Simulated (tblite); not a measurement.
## Geometry relaxation of C2H6Cl3Si (charge −1) (part 2 of 2)

Continued. System: C2H6Cl3Si, charge −1. Method: GFN2-xTB geometry optimisation, gas phase (tblite 0.8.0). 

Geometry of the input (Å):
```
C  -1.3241  0.0892  0.6143
C  -0.4101  -0.3452  -0.5179
Si 1.3864  0.1590  -0.2763
Cl 1.5221  2.2338  -0.1908
Cl 2.1637  -0.6193  1.4637
Cl 2.5129  -0.4808  -1.8676
H  -2.3624  -0.2600  0.4223
H  -1.0124  -0.2854  1.6037
H  -1.3745  1.1853  0.6936
H  -0.7301  0.0359  -1.4698
H  -0.3932  -1.4572  -0.5988
H  2.7039  0.8065  -0.1013
```

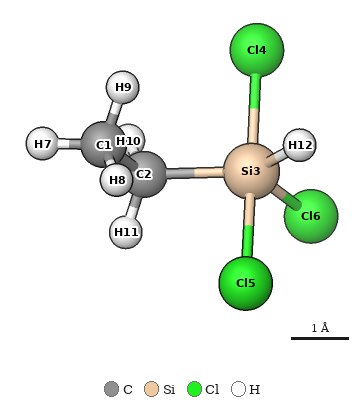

Fig. 1: The geometry at step 70 of the log (ball-and-stick view, seen at a tilt; atoms are numbered from 1 in the order of the input).

**Trajectory as extended XYZ, continued**
```
12
Properties=species:S:1:pos:R:3:forces:R:3 step=42 energy=-627.88033
C    -1.2339    0.1086    0.6149   -0.0110   0.0120   0.0070
C    -0.2591   -0.3026   -0.4886   -0.0700   0.0000   0.0440
Si    1.5768    0.2905   -0.2266    0.0140   0.0160  -0.0090
Cl    0.9835    2.3927   -0.3290    0.0030  -0.0040  -0.0080
Cl    1.7637   -0.8775    1.6127    0.0150   0.0020  -0.0200
Cl    2.2158   -0.6461   -2.0706   -0.0080   0.0080   0.0210
H    -2.2418   -0.2593    0.4042    0.0740   0.0060   0.0150
H    -0.9074   -0.2942    1.5734   -0.0330   0.0190  -0.0470
H    -1.2742    1.1943    0.6962    0.0120  -0.0390   0.0010
H    -0.6309    0.0901   -1.4414    0.0110  -0.0340   0.0050
H    -0.2726   -1.3951   -0.5706   -0.0090   0.0180  -0.0280
H     2.9623    0.7605    0.0005    0.0040  -0.0050   0.0190
12
Properties=species:S:1:pos:R:3:forces:R:3 step=45 energy=-627.88161
C    -1.2313    0.1049    0.6250    0.0000   0.0150  -0.0100
C    -0.2643   -0.3016   -0.4844    0.0260   0.0140   0.0030
Si    1.5750    0.2905   -0.2268   -0.0070   0.0310  -0.0040
Cl    0.9997    2.3923   -0.4262   -0.0110  -0.0110   0.0010
Cl    1.7497   -0.9116    1.6071    0.0170  -0.0170  -0.0130
Cl    2.2262   -0.6056   -2.0673    0.0050  -0.0120   0.0080
H    -2.2391   -0.2572    0.4167   -0.0040  -0.0390   0.0050
H    -0.9011   -0.3034    1.5781   -0.0200   0.0000  -0.0040
H    -1.2726    1.1885    0.7130    0.0370   0.0290   0.0000
H    -0.6357    0.0973   -1.4347   -0.0100  -0.0270   0.0080
H    -0.2759   -1.3934   -0.5750   -0.0220   0.0200  -0.0080
H     2.9517    0.7613    0.0496   -0.0100  -0.0010   0.0140
12
Properties=species:S:1:pos:R:3:forces:R:3 step=48 energy=-627.88221
C    -1.2301    0.1057    0.6276    0.0060  -0.0010   0.0030
C    -0.2649   -0.3000   -0.4828    0.0090   0.0010  -0.0190
Si    1.5733    0.2940   -0.2278   -0.0070  -0.0040   0.0020
Cl    1.0033    2.3905   -0.4602   -0.0130   0.0020   0.0030
Cl    1.7460   -0.9256    1.6037    0.0130  -0.0220  -0.0140
Cl    2.2320   -0.5924   -2.0651    0.0080  -0.0140   0.0070
H    -2.2372   -0.2603    0.4230   -0.0130   0.0030  -0.0130
H    -0.9004   -0.3065    1.5784    0.0080   0.0010   0.0250
H    -1.2660    1.1894    0.7185    0.0030   0.0130  -0.0040
H    -0.6393    0.0964   -1.4321   -0.0120   0.0110  -0.0140
H    -0.2801   -1.3908   -0.5776    0.0010  -0.0070   0.0180
H     2.9457    0.7615    0.0694   -0.0050   0.0170   0.0080
12
Properties=species:S:1:pos:R:3:forces:R:3 step=50 energy=-627.88241
C    -1.2297    0.1058    0.6291   -0.0010  -0.0020   0.0060
C    -0.2642   -0.2987   -0.4826   -0.0310  -0.0040   0.0060
Si    1.5729    0.2953   -0.2276    0.0030  -0.0130  -0.0020
Cl    1.0046    2.3900   -0.4760   -0.0120   0.0070   0.0050
Cl    1.7461   -0.9343    1.6007    0.0110  -0.0220  -0.0160
Cl    2.2334   -0.5881   -2.0637    0.0140  -0.0130   0.0080
H    -2.2372   -0.2618    0.4234    0.0180   0.0270  -0.0060
H    -0.9010   -0.3080    1.5806    0.0060   0.0140  -0.0060
H    -1.2650    1.1905    0.7209   -0.0040  -0.0210  -0.0050
H    -0.6406    0.0980   -1.4313   -0.0030   0.0070  -0.0060
H    -0.2805   -1.3898   -0.5765    0.0080  -0.0020   0.0110
H     2.9434    0.7631    0.0780   -0.0090   0.0210   0.0050
12
Properties=species:S:1:pos:R:3:forces:R:3 step=52 energy=-627.88297
C    -1.2285    0.1060    0.6334   -0.0070   0.0050  -0.0050
C    -0.2654   -0.2963   -0.4825   -0.0440  -0.0100   0.0450
Si    1.5713    0.2969   -0.2276    0.0210  -0.0150  -0.0080
Cl    1.0065    2.3892   -0.5138   -0.0120   0.0140   0.0070
Cl    1.7485   -0.9589    1.5902    0.0020  -0.0240  -0.0240
Cl    2.2398   -0.5790   -2.0582    0.0240  -0.0140   0.0130
H    -2.2362   -0.2621    0.4241    0.0420   0.0510   0.0200
H    -0.9006   -0.3097    1.5860    0.0010   0.0260  -0.0600
H    -1.2615    1.1914    0.7260   -0.0190  -0.0460  -0.0010
H    -0.6455    0.1018   -1.4306    0.0130  -0.0160   0.0320
H    -0.2815   -1.3878   -0.5725    0.0080   0.0060  -0.0130
H     2.9353    0.7703    0.1006   -0.0290   0.0220  -0.0060
12
Properties=species:S:1:pos:R:3:forces:R:3 step=55 energy=-627.88747
C    -1.2163    0.1153    0.6604    0.0060   0.0610  -0.0860
C    -0.2853   -0.2807   -0.4805    0.1760  -0.0690   0.1390
Si    1.5543    0.3037   -0.2330    0.1010   0.0170   0.0300
Cl    1.0038    2.3808   -0.7642    0.0030   0.0170   0.0080
Cl    1.7895   -1.1628    1.4808   -0.0470   0.0040  -0.1220
Cl    2.3112   -0.5370   -1.9948    0.0830  -0.0370  -0.0020
H    -2.2201   -0.2461    0.4329   -0.0760   0.1210   0.1770
H    -0.8907   -0.3061    1.6140    0.0210  -0.0130  -0.2010
H    -1.2208    1.1986    0.7553   -0.1490   0.0410   0.0380
H    -0.6897    0.1173   -1.4259    0.1260  -0.1150   0.2490
H    -0.2941   -1.3730   -0.5410   -0.0090  -0.0160  -0.1570
H     2.8408    0.8518    0.2711   -0.2350  -0.0110  -0.0730
12
Properties=species:S:1:pos:R:3:forces:R:3 step=58 energy=-627.94131
C    -1.1686    0.1477    0.6893    0.0290  -0.0280  -0.0170
C    -0.3233   -0.3001   -0.4809    0.3900   0.1570  -0.2110
Si    1.5045    0.2811   -0.2551    0.2290   0.1520   0.0680
Cl    0.9896    2.3480   -1.1085    0.0370  -0.1730   0.0850
Cl    1.8137   -1.4420    1.2769    0.0100   0.1420  -0.1900
Cl    2.5417   -0.4516   -1.8728    0.0090  -0.0710   0.0050
H    -2.1946   -0.1474    0.5346   -0.4150  -0.0880   0.1060
H    -0.7938   -0.2829    1.6020    0.0590  -0.2670   0.3350
H    -1.1199    1.2175    0.8013   -0.0550   0.4390  -0.0600
H    -0.7675    0.0960   -1.3998    0.1650   0.0350   0.0080
H    -0.3449   -1.3858   -0.5515   -0.0430  -0.1440   0.0190
H     2.5454    0.9814    0.5396   -0.4150  -0.1520  -0.1470
12
Properties=species:S:1:pos:R:3:forces:R:3 step=60 energy=-627.96166
C    -1.1523    0.1737    0.6911   -0.0260   0.0180   0.0600
C    -0.3228   -0.3014   -0.4848    0.0560  -0.1400  -0.0680
Si    1.4936    0.2668   -0.2686    0.2640   0.1430   0.1030
Cl    0.9685    2.3150   -1.1187   -0.0070  -0.0370  -0.1340
Cl    1.8749   -1.5338    1.1486   -0.0150   0.2270  -0.0730
Cl    2.6363   -0.4843   -1.7964   -0.0220   0.0720  -0.1100
H    -2.1936   -0.1004    0.5602   -0.2100  -0.0790   0.0700
H    -0.7728   -0.2681    1.6024    0.0000  -0.0950   0.2230
H    -1.0918    1.2523    0.7877    0.0070   0.1370  -0.0350
H    -0.7892    0.0736   -1.3952    0.1840   0.1510  -0.1510
H    -0.3612   -1.3915   -0.5417   -0.0300  -0.0340   0.0790
H     2.3928    1.0601    0.5903   -0.2000  -0.3620   0.0370
12
Properties=species:S:1:pos:R:3:forces:R:3 step=62 energy=-627.98603
C    -1.1569    0.1647    0.7011   -0.0180  -0.0270   0.0370
C    -0.3183   -0.3000   -0.4809   -0.0380   0.0190   0.0010
Si    1.5001    0.2693   -0.2669    0.0340   0.0360  -0.0400
Cl    0.9994    2.3073   -1.1804    0.0080  -0.0660   0.0050
Cl    1.8381   -1.5044    1.1817    0.0440   0.1290  -0.0990
Cl    2.6284   -0.4350   -1.8219    0.0270  -0.0750  -0.0840
H    -2.1998   -0.1207    0.5669   -0.0590  -0.0210   0.0600
H    -0.7788   -0.2887    1.6135   -0.0310   0.0130   0.0700
H    -1.1064    1.2482    0.8047    0.0130  -0.0470  -0.0340
H    -0.7751    0.0932   -1.3908    0.1520   0.0760  -0.0830
H    -0.3572   -1.3904   -0.5461   -0.0320   0.0170   0.0540
H     2.4087    1.0184    0.5940   -0.1000  -0.0540   0.1120
12
Properties=species:S:1:pos:R:3:forces:R:3 step=65 energy=-628.00515
C    -1.1570    0.1754    0.7234   -0.0080  -0.0490  -0.0400
C    -0.3316   -0.2992   -0.4717   -0.0850   0.0430   0.0260
Si    1.4913    0.2575   -0.2865    0.0840   0.0000  -0.0190
Cl    1.0466    2.2434   -1.3101   -0.0250   0.0050   0.0020
Cl    1.8770   -1.5593    1.0595    0.0550   0.0660   0.0200
Cl    2.7506   -0.3927   -1.7722   -0.0460  -0.0490  -0.0430
H    -2.2120   -0.1007    0.6099    0.1670   0.0340   0.0170
H    -0.7719   -0.2875    1.6327   -0.0520   0.1010  -0.0400
H    -1.0919    1.2625    0.8215   -0.0050  -0.1900  -0.0110
H    -0.7724    0.1053   -1.3840    0.0250   0.0250  -0.0280
H    -0.3813   -1.3898   -0.5335   -0.0500   0.0700   0.0280
H     2.2351    1.0472    0.6861   -0.0600  -0.0540   0.0880
12
Properties=species:S:1:pos:R:3:forces:R:3 step=68 energy=-628.01177
C    -1.1549    0.1698    0.7176    0.0290   0.0120  -0.0170
C    -0.3348   -0.2980   -0.4769    0.0880  -0.0070  -0.0310
Si    1.4900    0.2604   -0.2848    0.0240  -0.0400  -0.0040
Cl    1.0446    2.2513   -1.2957   -0.0080  -0.0050  -0.0010
Cl    1.8914   -1.5417    1.0671    0.0310   0.0050   0.0260
Cl    2.7273   -0.4075   -1.7804   -0.0320  -0.0170  -0.0430
H    -2.2063   -0.1009    0.6172   -0.0150  -0.0220  -0.0420
H    -0.7703   -0.2800    1.6300    0.0240  -0.0110   0.0090
H    -1.0819    1.2495    0.8120   -0.0420   0.0770   0.0140
H    -0.7589    0.1059   -1.3987   -0.0370   0.0220   0.0530
H    -0.3859   -1.3862   -0.5359   -0.0240  -0.0200  -0.0170
H     2.2220    1.0394    0.7036   -0.0370   0.0060   0.0520
12
Properties=species:S:1:pos:R:3:forces:R:3 step=70 energy=-628.01377
C    -1.1515    0.1695    0.7134    0.0020   0.0400   0.0270
C    -0.3285   -0.2975   -0.4798   -0.0170  -0.0120   0.0230
Si    1.4934    0.2596   -0.2818    0.0120  -0.0230   0.0130
Cl    1.0425    2.2557   -1.2963    0.0140  -0.0270   0.0130
Cl    1.9028   -1.5441    1.0686    0.0210   0.0150   0.0190
Cl    2.7114   -0.4177   -1.7849   -0.0020  -0.0010  -0.0500
H    -2.2045   -0.1000    0.6181    0.0110  -0.0360  -0.0740
H    -0.7682   -0.2792    1.6273    0.0330  -0.0020   0.0040
H    -1.0823    1.2499    0.8076   -0.0240   0.0640   0.0150
H    -0.7546    0.1094   -1.3992   -0.0140   0.0080   0.0390
H    -0.3859   -1.3855   -0.5362    0.0000  -0.0220  -0.0400
H     2.2078    1.0419    0.7183   -0.0370  -0.0040   0.0110
12
Properties=species:S:1:pos:R:3:forces:R:3 step=72 energy=-628.01604
C    -1.1541    0.1713    0.7129   -0.0130   0.0260   0.0370
C    -0.3213   -0.2948   -0.4753   -0.0990   0.0000   0.0490
Si    1.5010    0.2547   -0.2807   -0.0240  -0.0070   0.0210
Cl    1.0521    2.2516   -1.3017    0.0210  -0.0190   0.0120
Cl    1.9238   -1.5415    1.0645    0.0150  -0.0110   0.0220
Cl    2.7010   -0.4263   -1.7955    0.0140   0.0040  -0.0420
H    -2.2055   -0.1078    0.6059    0.0670  -0.0150  -0.0480
H    -0.7741   -0.2772    1.6291    0.0130   0.0210  -0.0040
H    -1.0969    1.2541    0.8092    0.0000  -0.0060  -0.0030
H    -0.7474    0.1192   -1.3906   -0.0010  -0.0120  -0.0060
H    -0.3855   -1.3829   -0.5344    0.0110  -0.0010  -0.0450
H     2.1891    1.0416    0.7315   -0.0030   0.0200   0.0070
12
Properties=species:S:1:pos:R:3:forces:R:3 step=75 energy=-628.01720
C    -1.1563    0.1730    0.7143    0.0060  -0.0100  -0.0010
C    -0.3239   -0.2940   -0.4719    0.0140   0.0030  -0.0090
Si    1.5006    0.2516   -0.2783    0.0050   0.0120   0.0170
Cl    1.0605    2.2498   -1.2996    0.0090  -0.0130   0.0050
Cl    1.9378   -1.5384    1.0673   -0.0030  -0.0170   0.0070
Cl    2.6945   -0.4291   -1.8028   -0.0040   0.0090  -0.0070
H    -2.2023   -0.1143    0.5953    0.0000   0.0020   0.0100
H    -0.7760   -0.2738    1.6305    0.0000   0.0120   0.0150
H    -1.1028    1.2559    0.8096   -0.0060  -0.0080  -0.0110
H    -0.7463    0.1214   -1.3882   -0.0060  -0.0020  -0.0040
H    -0.3863   -1.3820   -0.5384   -0.0060   0.0050  -0.0090
H     2.1829    1.0419    0.7372   -0.0090   0.0070  -0.0130
12
Properties=species:S:1:pos:R:3:forces:R:3 step=78 energy=-628.01737
C    -1.1547    0.1724    0.7144    0.0030  -0.0010  -0.0030
C    -0.3242   -0.2946   -0.4733    0.0040  -0.0010  -0.0010
Si    1.4997    0.2519   -0.2762    0.0060  -0.0020  -0.0110
Cl    1.0637    2.2465   -1.3013    0.0020   0.0020   0.0030
Cl    1.9383   -1.5406    1.0677   -0.0040  -0.0040   0.0010
Cl    2.6937   -0.4267   -1.8027   -0.0010   0.0020   0.0040
H    -2.2015   -0.1130    0.5989   -0.0030  -0.0100   0.0040
H    -0.7728   -0.2727    1.6309   -0.0010   0.0130   0.0050
H    -1.1011    1.2554    0.8072   -0.0020  -0.0020  -0.0030
H    -0.7474    0.1208   -1.3896    0.0010   0.0040   0.0060
H    -0.3874   -1.3823   -0.5416   -0.0020   0.0000  -0.0020
H     2.1760    1.0448    0.7407   -0.0030  -0.0020  -0.0020
12
Properties=species:S:1:pos:R:3:forces:R:3 step=80 energy=-628.01741
C    -1.1546    0.1723    0.7146   -0.0020   0.0020   0.0010
C    -0.3235   -0.2943   -0.4729   -0.0070  -0.0030   0.0020
Si    1.5004    0.2514   -0.2768   -0.0010  -0.0050  -0.0110
Cl    1.0648    2.2450   -1.3028    0.0010   0.0070   0.0010
Cl    1.9386   -1.5417    1.0666   -0.0020  -0.0020   0.0000
Cl    2.6952   -0.4259   -1.8032    0.0000   0.0000   0.0050
H    -2.2014   -0.1140    0.5989    0.0050  -0.0100   0.0040
H    -0.7730   -0.2711    1.6322    0.0010   0.0070   0.0000
H    -1.1022    1.2553    0.8072   -0.0010   0.0020  -0.0060
H    -0.7472    0.1218   -1.3885    0.0010   0.0050   0.0010
H    -0.3879   -1.3818   -0.5418    0.0020  -0.0040  -0.0020
H     2.1730    1.0450    0.7414    0.0040   0.0000   0.0040
12
Properties=species:S:1:pos:R:3:forces:R:3 step=82 energy=-628.01746
C    -1.1543    0.1722    0.7148   -0.0040   0.0020   0.0030
C    -0.3234   -0.2945   -0.4728   -0.0050  -0.0010   0.0010
Si    1.5006    0.2508   -0.2782   -0.0040  -0.0010   0.0030
Cl    1.0648    2.2454   -1.3026    0.0010   0.0050  -0.0010
Cl    1.9376   -1.5429    1.0670   -0.0010   0.0000  -0.0040
Cl    2.6968   -0.4251   -1.8032    0.0000  -0.0020   0.0030
H    -2.2007   -0.1156    0.5995    0.0040  -0.0060   0.0050
H    -0.7728   -0.2688    1.6334    0.0060   0.0000  -0.0020
H    -1.1028    1.2553    0.8064   -0.0040   0.0050  -0.0100
H    -0.7474    0.1226   -1.3878   -0.0010   0.0040  -0.0020
H    -0.3882   -1.3819   -0.5425    0.0020  -0.0040   0.0000
H     2.1720    1.0444    0.7409    0.0050  -0.0020   0.0040
12
Properties=species:S:1:pos:R:3:forces:R:3 step=85 energy=-628.01751
C    -1.1536    0.1723    0.7147    0.0020  -0.0010  -0.0010
C    -0.3242   -0.2955   -0.4737    0.0050   0.0050  -0.0010
Si    1.4997    0.2505   -0.2785   -0.0030   0.0030   0.0130
Cl    1.0650    2.2477   -1.3005   -0.0010  -0.0030  -0.0010
Cl    1.9363   -1.5438    1.0682   -0.0020   0.0030  -0.0080
Cl    2.6965   -0.4249   -1.8022    0.0030  -0.0030  -0.0020
H    -2.1995   -0.1177    0.6027   -0.0030  -0.0030   0.0000
H    -0.7699   -0.2662    1.6335    0.0100   0.0010  -0.0020
H    -1.1027    1.2558    0.8028   -0.0090   0.0000  -0.0050
H    -0.7479    0.1231   -1.3883   -0.0020  -0.0030   0.0010
H    -0.3885   -1.3831   -0.5445   -0.0020   0.0070   0.0030
H     2.1712    1.0438    0.7411    0.0030  -0.0060   0.0010
12
Properties=species:S:1:pos:R:3:forces:R:3 step=88 energy=-628.01763
C    -1.1533    0.1723    0.7147    0.0040   0.0000  -0.0070
C    -0.3244   -0.2954   -0.4739    0.0030   0.0070  -0.0030
Si    1.4997    0.2502   -0.2767   -0.0060  -0.0050  -0.0040
Cl    1.0666    2.2485   -1.2990    0.0000  -0.0050   0.0020
Cl    1.9341   -1.5450    1.0653    0.0010  -0.0030   0.0020
Cl    2.6960   -0.4260   -1.8012    0.0030   0.0010  -0.0020
H    -2.1977   -0.1248    0.6073   -0.0030  -0.0020   0.0010
H    -0.7636   -0.2594    1.6345    0.0030   0.0090  -0.0030
H    -1.1086    1.2568    0.7944   -0.0090  -0.0050   0.0110
H    -0.7484    0.1256   -1.3871    0.0000  -0.0080  -0.0050
H    -0.3893   -1.3829   -0.5465    0.0000   0.0110   0.0050
H     2.1713    1.0421    0.7433    0.0040   0.0000   0.0040
12
Properties=species:S:1:pos:R:3:forces:R:3 step=90 energy=-628.01768
C    -1.1538    0.1722    0.7148   -0.0030   0.0040  -0.0020
C    -0.3240   -0.2943   -0.4733   -0.0020   0.0020  -0.0040
Si    1.5002    0.2500   -0.2765   -0.0010  -0.0020  -0.0070
Cl    1.0672    2.2477   -1.2988    0.0010  -0.0020   0.0030
Cl    1.9329   -1.5456    1.0637    0.0030  -0.0060   0.0050
Cl    2.6969   -0.4260   -1.8014    0.0000   0.0020   0.0000
H    -2.1972   -0.1288    0.6072    0.0000  -0.0020   0.0060
H    -0.7627   -0.2559    1.6356    0.0020   0.0030  -0.0040
H    -1.1132    1.2567    0.7930   -0.0070   0.0040   0.0100
H    -0.7490    0.1266   -1.3860    0.0030  -0.0040  -0.0110
H    -0.3896   -1.3815   -0.5461    0.0030   0.0010   0.0020
H     2.1745    1.0409    0.7429    0.0010   0.0010   0.0020
12
Properties=species:S:1:pos:R:3:forces:R:3 step=92 energy=-628.01772
C    -1.1544    0.1723    0.7145   -0.0070   0.0050   0.0050
C    -0.3241   -0.2933   -0.4735   -0.0040  -0.0010  -0.0010
Si    1.5003    0.2499   -0.2768    0.0090   0.0060  -0.0010
Cl    1.0681    2.2477   -1.2977    0.0000   0.0000   0.0020
Cl    1.9325   -1.5464    1.0640    0.0010  -0.0040   0.0030
Cl    2.6972   -0.4258   -1.8017   -0.0020   0.0000   0.0000
H    -2.1970   -0.1321    0.6079    0.0010  -0.0010   0.0050
H    -0.7619   -0.2530    1.6359    0.0040  -0.0040  -0.0040
H    -1.1174    1.2569    0.7928   -0.0050   0.0090   0.0030
H    -0.7492    0.1267   -1.3865    0.0040  -0.0010  -0.0100
H    -0.3895   -1.3805   -0.5456    0.0040  -0.0050   0.0000
H     2.1779    1.0396    0.7420   -0.0040  -0.0020  -0.0020
12
Properties=species:S:1:pos:R:3:forces:R:3 step=95 energy=-628.01778
C    -1.1549    0.1733    0.7140    0.0000   0.0000   0.0020
C    -0.3246   -0.2924   -0.4745   -0.0010  -0.0010   0.0020
Si    1.5002    0.2499   -0.2767    0.0040   0.0050   0.0000
Cl    1.0694    2.2484   -1.2956    0.0010   0.0000   0.0010
Cl    1.9321   -1.5485    1.0641   -0.0020   0.0000  -0.0010
Cl    2.6964   -0.4263   -1.8016    0.0000   0.0000  -0.0010
H    -2.1962   -0.1369    0.6123    0.0010   0.0010  -0.0020
H    -0.7570   -0.2485    1.6347    0.0020  -0.0010   0.0000
H    -1.1232    1.2584    0.7901   -0.0010   0.0000  -0.0020
H    -0.7483    0.1266   -1.3889    0.0010  -0.0020   0.0010
H    -0.3890   -1.3798   -0.5461   -0.0010  -0.0010   0.0020
H     2.1775    1.0379    0.7432   -0.0020  -0.0020  -0.0010
```

**Summary**

```json
{"quantity": "outcome", "value": "converged"}
{"quantity": "total energy", "value": "−628.0178 eV"}
{"quantity": "hardware", "value": "1 CPU thread, shared host"}
{"quantity": "wall time", "value": "1.2 s"}
{"quantity": "peak memory", "value": "0.45 GiB"}
```
